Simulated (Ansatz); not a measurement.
# One shape, several levels: singlet BSiH2Cl

Wanted: a comparison of 6 runs (HSE06/STO-3G, PBE/STO-3G, r2SCAN0/STO-3G, wB97M-V/STO-3G, BCCD(T)/STO-3G, CCSDTQ/STO-3G) of singlet BSiH2Cl. 

The calculation is run with Ansatz 0.2.0.

72 further runs of the same task are left out: 4 that didn't finish, 68 set aside as unsound or not needed.

### Step 1. The system as given

The species is BSiH2Cl (5 atoms), meant as a singlet with charge 0. As SMILES of the parent species, `B[Si]Cl`. The shape is that of a GFN2-xTB optimisation. That shape belongs to the parent species and isn't relaxed for this state.

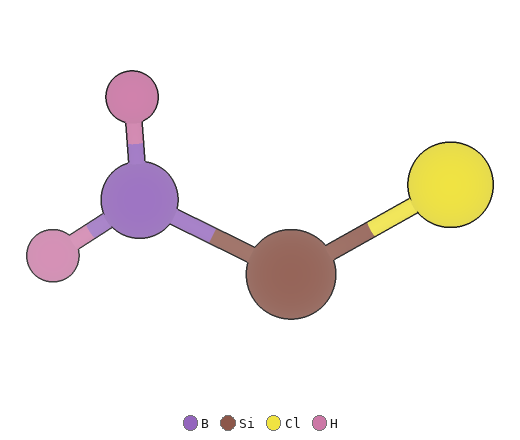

The structure, seen from a chosen angle (boron purple, silicon brown, chlorine yellow, hydrogen pink).

### Step 2. A single-point energy at HSE06/STO-3G (run 1)

molecule.yaml

```yaml
crystal:
  periodic: [false, false, false]
  atoms:
    - symbol: B
      position_ang: [-0.674100, 0.367960, -0.302510]
    - symbol: Si
      position_ang: [0.334580, -1.081930, 0.357550]
    - symbol: Cl
      position_ang: [2.311390, -0.930270, 0.961480]
    - symbol: H
      position_ang: [-0.184480, 1.431210, -0.387430]
    - symbol: H
      position_ang: [-1.787390, 0.213030, -0.629090]
basis:
  gaussian:
    orbitals: STO-3G
accuracy: high
hamiltonian:
  xc: hse06
```

Started as:

```bash
ansatz run molecule.yaml --threads 1 --pin off --max-ram 2610MiB --events-out events.jsonl --progress --plain --runs-dir runs
```

Log:

```text
Warning: RAYON_NUM_THREADS=1 ignored (pool sized by the plan → 1); use --threads N
Functional definition: HSE06
  name "HSE06"
  parameter a = 0.25
  parameter omega = 0.11/bohr
  exchange = pbe_x - a*pbe_x_sr(omega) + a*exact_x_sr(omega)
  correlation = pbe_c
452 factors; integrals over basis functions are off by at most 1.1e-8 eV
68 factors; integrals over basis functions are off by at most 1.2e-9 eV
mean field evaluation 1: about -20860.6616 eV, gradient 1.4e1 eV
mean field evaluation 2: about -20858.4392 eV, gradient 2.7e1 eV
mean field evaluation 4: about -20861.7811 eV, gradient 3.0e-1 eV
mean field evaluation 8: about -20861.7606 eV, gradient 3.3e-3 eV
mean field evaluation 16: about -20861.7606 eV, gradient 6.1e-6 eV
mean field -20861.76064394 eV, -766.6555630556 hartree, gradient 9.9e-8 eV, S^2 0.000000; 3 other end points of the search recorded, 0 dependent functions left out
reference -20861.76064585 eV, -766.6555631258 hartree; 19, 19 occupied and 6, 6 virtual orbitals, 452 factors
Total energy: -20861.76064585 eV, -766.6555631258 hartree
```

Run time: 2.3 s. Hardware: 1 thread of Arm Neoverse V1, shared host; peak memory 0.1 GiB.

### Step 3. The energy at PBE/STO-3G (run 2)

input.yaml

```yaml
crystal:
  periodic: [false, false, false]
  atoms:
    - {symbol: B, position_ang: [-0.674100, 0.367960, -0.302510]}
    - {symbol: Si, position_ang: [0.334580, -1.081930, 0.357550]}
    - {symbol: Cl, position_ang: [2.311390, -0.930270, 0.961480]}
    - {symbol: H, position_ang: [-0.184480, 1.431210, -0.387430]}
    - {symbol: H, position_ang: [-1.787390, 0.213030, -0.629090]}
basis:
  gaussian: {orbitals: STO-3G}
hamiltonian: {xc: {name: PBE}}
accuracy: high
```

Started as:

```bash
ansatz run input.yaml --threads 1 --pin off --max-ram 2610MiB --events-out events.jsonl --progress --plain --runs-dir runs
```

Log:

```text
Warning: RAYON_NUM_THREADS=1 ignored (pool sized by the plan → 1); use --threads N
Functional definition: PBE
  name "PBE"
  parameter kappa = 0.804
  parameter beta = 0.06672455060314922
  exchange = pbe_x(kappa = kappa, mu = beta*pi^2/3)
  correlation = pbe_c(beta = beta)
452 factors; integrals over basis functions are off by at most 1.1e-8 eV
mean field evaluation 1: about -20850.0801 eV, gradient 4.1e1 eV
mean field evaluation 2: about -20801.1961 eV, gradient 7.9e1 eV
mean field evaluation 4: about -20854.4031 eV, gradient 2.9e1 eV
mean field evaluation 8: about -20855.7307 eV, gradient 2.3e1 eV
mean field evaluation 16: about -20858.7527 eV, gradient 1.0e-1 eV
mean field evaluation 32: about -20858.7519 eV, gradient 1.3e-1 eV
mean field -20858.75288042 eV, -766.5450297848 hartree, gradient 1.4e-8 eV, S^2 0.000000; 3 other end points of the search recorded, 0 dependent functions left out
reference -20858.75288233 eV, -766.5450298550 hartree; 19, 19 occupied and 6, 6 virtual orbitals, 452 factors
Total energy: -20858.75288233 eV, -766.5450298550 hartree
```

Wall time 3.3 s (1 thread of Arm Neoverse V1, shared host); peak memory 0.1 GiB.

Run 3 isn't shown in full; the table further down has it.

### Step 4. The energy at wB97M-V/STO-3G (run 4)

run.yaml

```yaml
crystal:
  periodic: [false, false, false]
  atoms:
    - {symbol: B, position_ang: [-0.674100, 0.367960, -0.302510]}
    - {symbol: Si, position_ang: [0.334580, -1.081930, 0.357550]}
    - {symbol: Cl, position_ang: [2.311390, -0.930270, 0.961480]}
    - {symbol: H, position_ang: [-0.184480, 1.431210, -0.387430]}
    - {symbol: H, position_ang: [-1.787390, 0.213030, -0.629090]}
basis:
  gaussian: {orbitals: STO-3G}
accuracy: high
hamiltonian: {xc: {name: wB97M-V}}
```

Started as:

```bash
ansatz run run.yaml --threads 1 --pin off --max-ram 2610MiB --events-out events.jsonl --progress --plain --runs-dir runs
```

Log, shortened:

```text
Warning: RAYON_NUM_THREADS=1 ignored (pool sized by the plan → 1); use --threads N
Functional definition: wB97M-V
  name "wB97M-V"
[...]
  gx(w, u) = 1 - cx + cx01*u + cx10*w
  gss(w, u) = css00 + css04*u^4 + css10*w + css20*w^2 + css43*w^4*u^3
  gos(w, u) = cos00 + cos10*w + (cos20 + cos21*u)*w^2 + (cos60 + cos61*u)*w^6
[...]
      + integral(e_c_pw_mod_opposite_spin*gos(b97_w_opposite, b97_u_opposite)) + vv10(b, c)
452 factors; integrals over basis functions are off by at most 1.1e-8 eV
172 factors; integrals over basis functions are off by at most 1.2e-9 eV
[...]
mean field -20871.94668760 eV, -767.0298932558 hartree, gradient 2.7e-8 eV, S^2 0.000000; 2 other end points of the search recorded, 0 dependent functions left out
reference -20871.94669007 eV, -767.0298933466 hartree; 19, 19 occupied and 6, 6 virtual orbitals, 452 factors
Total energy: -20871.94669007 eV, -767.0298933466 hartree
```

It took 29 s on 1 thread of Arm Neoverse V1, shared host; peak memory 0.3 GiB.

Run 5 isn't shown in full; the table further down has it.

### Step 5. The energy at CCSDTQ/STO-3G (run 6)

job.yaml

```yaml
crystal:
  periodic: [false, false, false]
  atoms:
    - {symbol: B, position_ang: [-0.674100, 0.367960, -0.302510]}
    - {symbol: Si, position_ang: [0.334580, -1.081930, 0.357550]}
    - {symbol: Cl, position_ang: [2.311390, -0.930270, 0.961480]}
    - {symbol: H, position_ang: [-0.184480, 1.431210, -0.387430]}
    - {symbol: H, position_ang: [-1.787390, 0.213030, -0.629090]}
basis:
  gaussian: {orbitals: STO-3G}
correlation: {method: ccsdtq, frozen_orbitals: {B: 1, Cl: 5, H: 0, Si: 5}}
accuracy: high
scf: {omitted_lower_state_checks: [cluster_reference, increment]}
```

Started as:

```bash
ansatz run job.yaml --threads 1 --pin off --max-ram 2610MiB --events-out events.jsonl --progress --plain --runs-dir runs
```

Log:

```text
Warning: RAYON_NUM_THREADS=1 ignored (pool sized by the plan → 1); use --threads N
[... 12 lines left out ...]
11 core orbitals not correlated: weight in the atoms' cores, before any rotation towards them, 0.999 or more for the frozen orbitals, at most 0.000 for the correlated occupied ones
[... 63 lines left out ...]
Total energy: -20836.60832096 eV, -765.7312322348 hartree
Checks for a lower state left out: cluster_reference, increment
```

Run time: 20 s. Hardware: 1 thread of Arm Neoverse V1, shared host; peak memory 0.14 GiB.

### Step 6. Overview of the runs

```
run           level  frozen core orbitals  energy (Eh)  wall time
  1    HSE06/STO-3G                     –  -766.655563      2.3 s
  2      PBE/STO-3G                     –  -766.545030      3.3 s
  3  r2SCAN0/STO-3G                     –  -766.926894      4.8 s
  4  wB97M-V/STO-3G                     –  -767.029893       29 s
  5  BCCD(T)/STO-3G                    11  -765.729911     0.38 s
  6   CCSDTQ/STO-3G                    11  -765.731232       20 s
```

### Step 7. What came out

```
                                           quantity          value
                                run 6: total energy  -765.73123 Eh
run 6: correlation energy (11 core orbitals frozen)      -91.9 mEh
                               run 6: T1 diagnostic          0.012
```

Totals of different functionals can't be ranked against each other. In runs 5, 6 the log says that unrestricted orbitals would lower the reference, so the values rest on an unstable closed-shell determinant (other closed-shell runs at this shape may share the fault). In runs 1, 2, 3, 4, 5, 6 the basis is minimal, so the values are rough. All runs together took 59 s, the longest 29 s.
